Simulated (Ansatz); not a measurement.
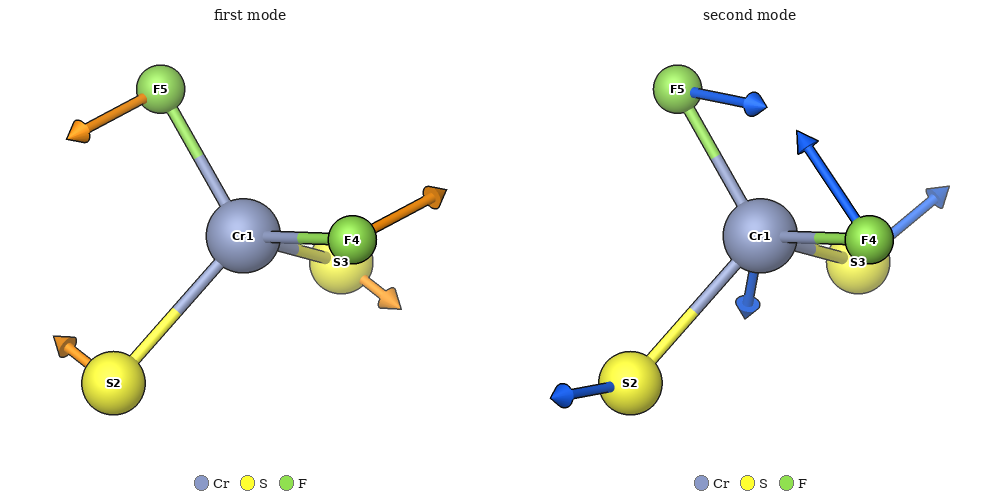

The system is CrS2F2; the picture shows the reference structure; its two panels give the patterns of the first and the second mode as arrows. First axis: normal mode 2 (220 cm⁻¹). Second axis: normal mode 4 (234 cm⁻¹). Nothing is relaxed (straight displacements along the two mass-weighted modes). Grid: 13 × 13 points; 78 points were computed and 60 follow by symmetry. At 31 points there is no value. Points are written as (first, second). Energies: kJ/mol, counted from the lowest grid point. Level of theory: Ansatz, RKS PBE-D4/def2-SVP.

Its coordinates:

```yaml
atoms:
  - { symbol: Cr, position_ang: [-0.0682, 0.0003, -0.0477] }
  - { symbol: S, position_ang: [-0.0387, -0.0182, 1.9474] }
  - { symbol: S, position_ang: [1.8164, 0.0110, -0.7034] }
  - { symbol: F, position_ang: [-0.8582, 1.4094, -0.5851] }
  - { symbol: F, position_ang: [-0.8513, -1.4024, -0.6112] }
```

Range: normal mode 2 (220 cm⁻¹) from −2.59 to 2.59 amu½·Å; normal mode 4 (234 cm⁻¹) from −2.44 to 2.44 amu½·Å.

What landscape does the calculation give?

The lowest grid point is at (0.00 amu½·Å, 0.00 amu½·Å). It is the only kind of minimum in the scanned range. The highest grid point, (−2.59 amu½·Å, −2.44 amu½·Å), lies 124 kJ/mol above the lowest.

```
normal mode 4 (234 cm⁻¹) ↓, normal mode 2 (220 cm⁻¹) →  −2.59  −2.16  −1.73  −1.30  −0.86  −0.43  0.00  0.43  0.86  1.30  1.73  2.16  2.59
                                                  2.44    112     96     83     72     65     61    59    61    65    72    83    96   112
                                                  2.03     95      –     64     54     46      –    40     –    46     –    64     –    95
                                                  1.63     81     64     50     39     32     27    26    27    32    39    50    64    81
                                                  1.22     71      –     39      –     20      –    14     –    20    28    39     –    71
                                                  0.81     64     46     32     21     13      8     6     8    13    21    32    46    64
                                                  0.41     60      –     27      –      8      –     2     –     8    16    27     –    60
                                                  0.00     58     40     26     15      6      2     0     2     6    15    26    40    58
                                                 −0.41     60      –     28      –      8      –     2     –     8     –    28     –    60
                                                 −0.81     65     47     33     21     13      8     7     8    13    21    33    47    65
                                                 −1.22     74      –     41     30     22      –    15     –    22     –    41     –    74
                                                 −1.63     86     69     54     43     35     30    28    30    35    43    54    69    86
                                                 −2.03    103     85     71      –     52      –    45     –    52     –    71     –   103
                                                 −2.44    124    106     92     81     73     68    67    68    73    81    92   106   124
```

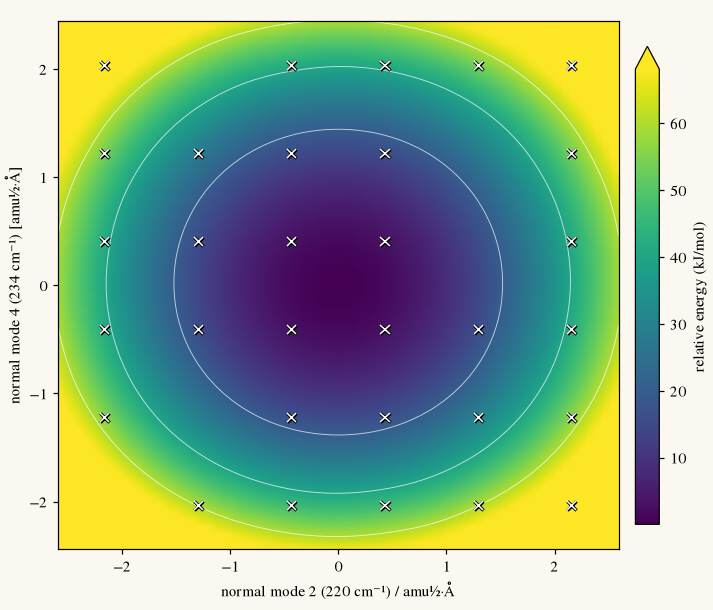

In the figure: a smooth colour map with a few white contour lines, crosses at grid points without a value, one colour for all values above the top of the scale. Between grid points the surface is interpolated.

The whole map (78 points run) took 14 min on 1 thread of Intel(R) Xeon(R) Platinum 8488C (Sapphire Rapids), with other jobs on the host.
